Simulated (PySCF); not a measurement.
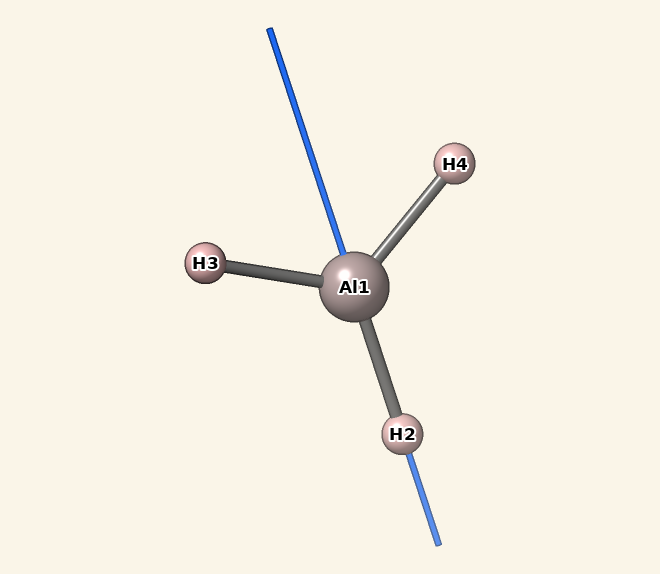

A line through the centre of mass is drawn in. Distant atoms are faded towards the background colour. The computed structure is the end point of a PBE0-D3(BJ)/def2-SVP optimisation. No frequency run is at hand to confirm it as a minimum.

Question: Is the line a proper rotation axis of the structure, and of what order?

Answer: Yes, a C2 axis. A turn by 180° leaves Al1, H2 in place and moves H3 ↔ H4. The point group is D3h.
